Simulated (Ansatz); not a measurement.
## Fields on a plane of CsSnI3 (cubic perovskite)

```
CsSnI3
1.0
    6.27122     0.00000     0.00000
    0.00000     6.27122     0.00000
    0.00000     0.00000     6.27122
Cs Sn I
1 1 3
Cartesian
  0.00000   0.00000   0.00000
  3.13561   3.13561   3.13561
  0.00000   3.13561   3.13561
  3.13561   3.13561   0.00000
  3.13561   0.00000   3.13561
```

The slice is a {110} plane (indices of the conventional cell) through the point (0.500, 0.000, 0.500) (fractional), spanned by u = [100] and v = [011] in vectors of this cell: u (6.27 Å) and v (8.87 Å, at 90° to u). It covers one period; positions are fractions (u, v).

Atoms on it: I at (0.00, 0.50); I at (0.00, 0.00).

All values below come from PBE (plane waves to 420 eV, PAW, scalar-relativistic; Ansatz, a quantum-chemistry and plane-wave program). k mesh 6×6×6. These are valence fields of a PAW run, semicore shells included where kept as valence: close to a nucleus they are smooth pseudo fields. CsSnI3 was relaxed with its symmetry unable to fall. Spin-orbit coupling is left out, though I is heavy. The PAW data are Ansatz's earlier set. This is a high-temperature form of CsSnI3.

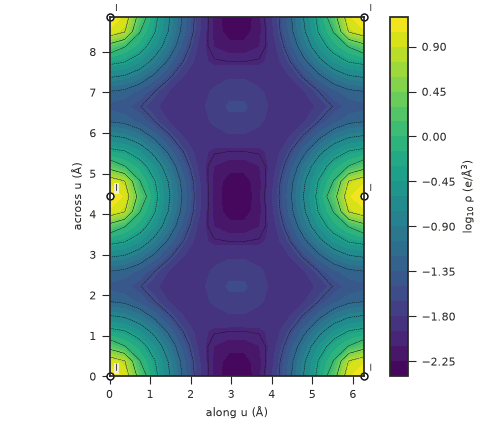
*Log₁₀ of the valence density in e/Å³, one period of the plane, atoms marked. The scale is logarithmic, as a density can span decades between atoms and voids.*

| v \ u | 0.00 | 0.12 | 0.24 | 0.35 | 0.47 | 0.59 | 0.71 | 0.82 | 0.94 |
|---|---|---|---|---|---|---|---|---|---|
| 0.88 | 0.71 | 0.76 | 0.43 | 0.02 | 0.01 | 0.01 | 0.09 | 0.70 | 0.73 |
| 0.75 | 0.05 | 0.03 | 0.01 | 0.02 | 0.03 | 0.03 | 0.01 | 0.02 | 0.04 |
| 0.62 | 0.71 | 0.76 | 0.43 | 0.02 | 0.01 | 0.01 | 0.09 | 0.70 | 0.73 |
| 0.50 | x | 0.47 | 0.79 | 0.15 | 0.00 | 0.01 | 0.58 | 0.76 | x |
| 0.38 | 0.71 | 0.76 | 0.43 | 0.02 | 0.01 | 0.01 | 0.09 | 0.70 | 0.73 |
| 0.25 | 0.05 | 0.03 | 0.01 | 0.02 | 0.03 | 0.03 | 0.01 | 0.02 | 0.04 |
| 0.12 | 0.71 | 0.76 | 0.43 | 0.02 | 0.01 | 0.01 | 0.09 | 0.70 | 0.73 |
| 0.00 | x | 0.47 | 0.79 | 0.15 | 0.00 | 0.01 | 0.58 | 0.76 | x |

Values: electron localisation function (ELF). Points within 0.5 Å of a nucleus are blanked (x), as the pseudised field means little there.
